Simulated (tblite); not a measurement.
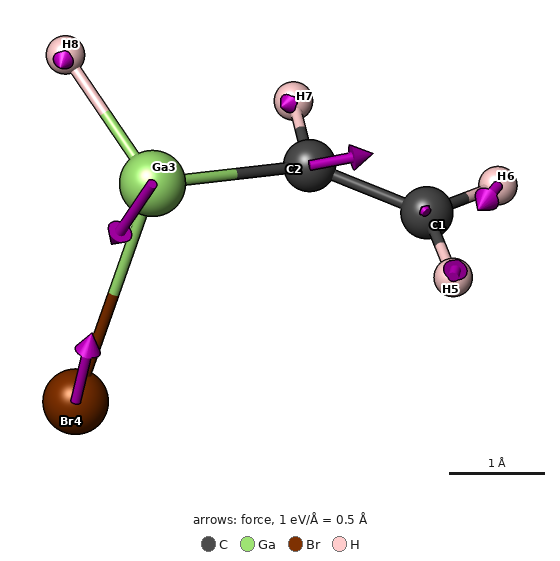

Starting geometry of C2H4BrGa with the computed forces as purple arrows. The picture is a ball-and-stick view, seen at a tilt.

Level of theory: GFN2-xTB geometry optimisation, gas phase (tblite). 

What follows when this structure is relaxed?

Answer. It isn't relaxed: the largest force vector, on Ga3, is 2.24 eV/Å. The final displacements follow the starting forces only in part (cosine between the two patterns 0.42). The largest move after the best rigid fit is that of H5, 1.07 Å. Largest moves by element: H 1.07 Å, Br 1.04 Å, Ga 0.65 Å, C 0.38 Å. Some distances before and after: Ga3–Br4 2.685 → 2.283 Å, Ga3–H8 1.665 → 1.577 Å, C1–H6 1.114 → 1.082 Å, C1–H5 1.100 → 1.087 Å. Among the angles between lasting bonds that change: C2–Ga3–Br4 95.4° → 118.1°, C2–Ga3–H8 105.7° → 127.0°, C1–C2–Ga3 133.9° → 118.9°. The energy falls by 117.7 kJ/mol in 73 geometry steps. The run took 0.47 s on 1 thread of Arm Neoverse N1, with other jobs on the host.
